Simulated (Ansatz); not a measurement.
**CH3BOS: rigid scan of one bond length**

How does the energy of CH3BOS change as one bond is stretched? Wanted for CH3BOS: a rigid scan of one bond length.

Program: Ansatz 0.2.0, driven from Python. Level of theory: PBE0+D3(BJ)/6-31G*. These are calculated values, not measurements.

**1. The structure**

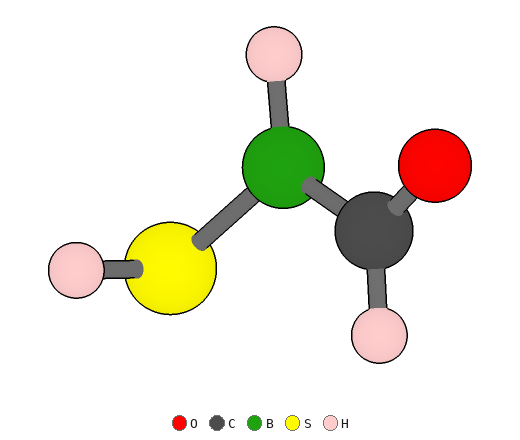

The structure that the script starts from, seen from a chosen angle (oxygen red, carbon dark grey, boron green, sulfur yellow, hydrogen pink).

No structure file is read: the coordinates are typed or built in the script.

**2. The code**

Contents of ch3bos.py:

```python
# -*- coding: utf-8 -*-
"""Stretching a bond of CH3BOS, the rest held rigid."""

import logging
import sys

import ansatz as az
from ase import Atoms
import matplotlib.pyplot as plt
import numpy as np

logging.basicConfig(stream=sys.stdout, format="%(name)s: %(message)s")
log = logging.getLogger("calc")
log.setLevel(logging.INFO)

atoms = Atoms(["O", "C", "B", "S", "H", "H", "H"], positions=[
    (-1.2319, 1.7233, 0.1074),
    (-0.6981, 0.8178, -0.4014),
    (-0.1391, -0.2993, 0.4992),
    (0.8736, -1.7515, -0.2557),
    (-0.5804, 0.7513, -1.4951),
    (-0.2254, -0.2189, 1.6856),
    (2.0626, -1.0908, -0.1857),
])
ch3bos = az.Crystal.molecule_from_ase(atoms)

symbols = [site.symbol for site in ch3bos.cartesian_sites]
start = np.array([site.position_ang for site in ch3bos.cartesian_sites])
axis = (start[1] - start[2]) / np.linalg.norm(start[1] - start[2])
moving = [0, 1, 4]
lengths, energies = [1.31, 1.42, 1.54, 1.69, 1.92, 2.31, 2.77, 3.39], []
for length in lengths:
    xyz = start.copy()
    xyz[moving] += (length - np.linalg.norm(start[1] - start[2])) * axis
    point = az.Crystal.molecule()
    for symbol, place in zip(symbols, xyz):
        point = point.atom(symbol, place.tolist())
    setup = (
        point.calculation()
        .basis(gaussian="6-31G*")
        .functional("pbe0", dispersion="d3bj")
    )
    report = setup.run().report
    energies.append(report["free_energy_ev"])
    log.info(f"r = {length:6.3f} A  E = {energies[-1]:.5f} eV  <S^2> = {abs(report['mean_field']['state']['spin_squared']):.3f}")

print("energy above the lowest point (eV):", [round(e - min(energies), 3) for e in energies])
plt.figure(figsize=(4.5, 3))
plt.plot(lengths, np.array(energies) - min(energies), "o-")
plt.xlabel("bond length (A)")
plt.ylabel("E - E(min) (eV)")
plt.tight_layout()
plt.savefig("scan.png", dpi=100)
```

**3. What the engine is handed**

The engine receives this input (first run):

```yaml
crystal:
  periodic: [false, false, false]
  atoms:
    - { symbol: O, position_ang: [-1.1484256422669443, 1.556485679743119, 0.24188480603647572] }
    - { symbol: C, position_ang: [-0.6146256422669444, 0.6509856797431189, -0.26691519396352426] }
    - { symbol: B, position_ang: [-0.1391, -0.2993, 0.4992] }
    - { symbol: S, position_ang: [0.8736, -1.7515, -0.2557] }
    - { symbol: H, position_ang: [-0.49692564226694436, 0.5844856797431189, -1.3606151939635245] }
    - { symbol: H, position_ang: [-0.2254, -0.2189, 1.6856] }
    - { symbol: H, position_ang: [2.0626, -1.0908, -0.1857] }
basis:
  gaussian:
    orbitals: "6-31G*"
hamiltonian:
  xc: pbe0
  dispersion: d3bj
```

**4. Launch**

The run is started by

```sh
$ python ch3bos.py
```

The program printed:

```text
calc: r =  1.310 A  E = -14632.87636 eV  <S^2> = 0.000
calc: r =  1.420 A  E = -14633.96615 eV  <S^2> = 0.000
calc: r =  1.540 A  E = -14634.43675 eV  <S^2> = 0.000
calc: r =  1.690 A  E = -14634.44426 eV  <S^2> = 0.000
calc: r =  1.920 A  E = -14633.90999 eV  <S^2> = 0.000
calc: r =  2.310 A  E = -14632.70279 eV  <S^2> = 0.000
calc: r =  2.770 A  E = -14631.46956 eV  <S^2> = 0.000
calc: r =  3.390 A  E = -14630.31181 eV  <S^2> = 0.000
energy above the lowest point (eV): [1.568, 0.478, 0.008, 0.0, 0.534, 1.741, 2.975, 4.132]
```

It took 18 s on 1 thread of Arm Neoverse V1, shared host; peak memory 0.23 GiB.

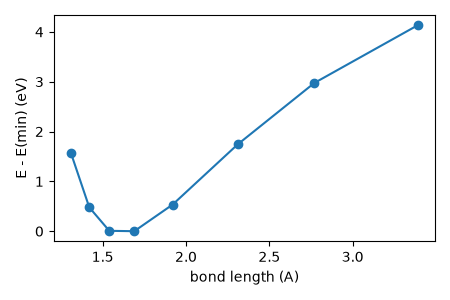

scan.png, as the script drew it.

**5. What changed from run to run**

The engine's inputs for some of the other runs:

Run 3, against run 1:

```diff
@@ -4,2 +4,2 @@
-    - { symbol: O, position_ang: [-1.1484256422669443, 1.556485679743119, 0.24188480603647572] }
-    - { symbol: C, position_ang: [-0.6146256422669444, 0.6509856797431189, -0.26691519396352426] }
+    - { symbol: O, position_ang: [-1.2319148771687742, 1.7233297303850408, 0.1073760315237959] }
+    - { symbol: C, position_ang: [-0.6981148771687743, 0.8178297303850406, -0.4014239684762041] }
@@ -8 +8 @@
-    - { symbol: H, position_ang: [-0.49692564226694436, 0.5844856797431189, -1.3606151939635245] }
+    - { symbol: H, position_ang: [-0.5804148771687743, 0.7513297303850406, -1.495123968476204] }
```

Run 4, against run 1:

```diff
@@ -4,2 +4,2 @@
-    - { symbol: O, position_ang: [-1.1484256422669443, 1.556485679743119, 0.24188480603647572] }
-    - { symbol: C, position_ang: [-0.6146256422669444, 0.6509856797431189, -0.26691519396352426] }
+    - { symbol: O, position_ang: [-1.2863643781917067, 1.8321410677602068, 0.019652917711178677] }
+    - { symbol: C, position_ang: [-0.7525643781917069, 0.9266410677602068, -0.4891470822888213] }
@@ -8 +8 @@
-    - { symbol: H, position_ang: [-0.49692564226694436, 0.5844856797431189, -1.3606151939635245] }
+    - { symbol: H, position_ang: [-0.6348643781917068, 0.8601410677602068, -1.5828470822888214] }
```

Run 5, against run 1:

```diff
@@ -4,2 +4,2 @@
-    - { symbol: O, position_ang: [-1.1484256422669443, 1.556485679743119, 0.24188480603647572] }
-    - { symbol: C, position_ang: [-0.6146256422669444, 0.6509856797431189, -0.26691519396352426] }
+    - { symbol: O, position_ang: [-1.3698536130935366, 1.9989851184021286, -0.11485585680150115] }
+    - { symbol: C, position_ang: [-0.8360536130935368, 1.0934851184021284, -0.6236558568015012] }
@@ -8 +8 @@
-    - { symbol: H, position_ang: [-0.49692564226694436, 0.5844856797431189, -1.3606151939635245] }
+    - { symbol: H, position_ang: [-0.7183536130935367, 1.0269851184021284, -1.7173558568015013] }
```

**6. Run by run**

The 8 runs, in the order started:

```csv
run,distance (Å),energy from run 4 (eV),SCF cycles,CPU time (s)
1,1.31,1.5679,20,2.1
2,1.42,0.4781,18,2
3,1.54,0.0075,19,2
4,1.69,0.0000,20,2
5,1.92,0.5343,20,2
6,2.31,1.7415,20,1.9
7,2.77,2.9747,20,1.9
8,3.39,4.1325,21,1.9
```

**7. Outcome**

| quantity | value |
| --- | --- |
| runs compared | 8 |
| range of energy | 4.132 eV |
| lowest point, distance (Å) | 1.69 |

What this shows: The lowest point, at 1.69, lies inside the range. The ends stand 1.57 and 4.13 eV above it. The distance scanned is the script's pair 2, 1. Notes:
- The rest of the molecule is held rigid at a force-field or estimated start geometry, and the basis set is modest; single-reference methods fail as a bond breaks.
- The orbitals are restricted, so S² is zero by construction.
- Toward dissociation an unrestricted state can lie under the restricted one, by tenths of an eV for polar bonds under a functional and by 1 to 2 eV or more for others.
